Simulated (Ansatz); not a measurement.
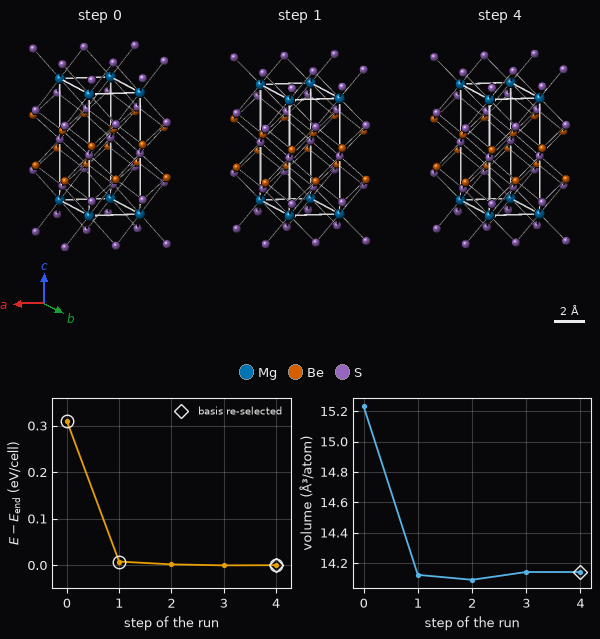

Frames of a relaxation of a crystal of MgBe2S3 (a generated structure, set up in P-3m1) (coarse preliminary run), marked on the history of the run. A ball-and-stick model of the cell of the calculation, seen from a free direction.

All numbers below come from DFT PBE, scalar-relativistic, plane waves, PAW in Ansatz.

Input
```yaml
crystal:
  lattice:
    - [3.45184045, 0.0, 0.0]
    - [-1.72592022, 2.98938152, 0.0]
    - [0.0, 0.0, 8.8564487]
  atoms:
    - { symbol: Mg, position: [0.0, 0.0, 0.0] }
    - { symbol: Be, position: [0.33333333, 0.66666667, 0.661825] }
    - { symbol: Be, position: [0.66666667, 0.33333333, 0.338175] }
    - { symbol: S, position: [0.33333333, 0.66666667, 0.20810699] }
    - { symbol: S, position: [0.0, 0.0, 0.5] }
    - { symbol: S, position: [0.66666667, 0.33333333, 0.79189301] }
basis:
  ecutwfc: 420
kpoints:
  mp_grid: { grid: [6, 6, 2] }
hamiltonian:
  xc: pbe
scf:
  occupations: { method: gaussian, width: 0.1 }
  lower_state_search: "off"
output:
  forces: true
  stress: true
  eigenvalues: true
relax:
  adjacent_minimum: "off"
  f_tol: 0.04
  max_steps: 70
  cell: { stress_tol: 0.4 }
```

Launched with:
```bash
ansatz run input.yaml --threads 1 --pin off --max-ram 2560MiB --backend cpu --events-out ev --progress --plain --runs-dir out
```

Describe the path.

The largest moves relative to the cell, 0.13 Å, are those of S4 and S6. S4 goes along −c. By element the largest moves are S 0.13 Å, Be 0.02 Å. Mg stays in place. Cell: a = b 3.452 → 3.406 Å (−1.3 %), c 8.856 → 8.448 Å (−4.6 %). Volume −7.2 %. Near-neighbour distances that change, for instance: Mg1–S4 2.715 → 2.556 Å, Be2–S5 2.455 → 2.383 Å, Be2–S6 2.302 → 2.327 Å. Among the angles between lasting bonds that change: Mg1–S6–Be2 167.3° → 172.6°, S4–Mg1–S4 79.0° → 83.6°, Mg1–S6–Mg1 79.0° → 83.6°. The space group stays P-3m1 (No. 164). The energy falls by 0.310 eV per cell of the calculation in 3 accepted moves (4 points after the start). The largest force component goes from 1 to 0.008 eV/Å. Pressure: −5.71 GPa at the start and 0.02 GPa at the end. At 1 point the geometry stayed and the basis and grid were re-selected for the new cell (energy shift of 0.3 meV per cell of the calculation at most each time). From step 0 to 1: S atoms move most (0.12 Å), volume −7.3 %, energy −0.303 eV per cell of the calculation. From step 1 to 4: Be atoms move most (0.03 Å), volume +0.1 %, energy −7.8 meV per cell of the calculation.
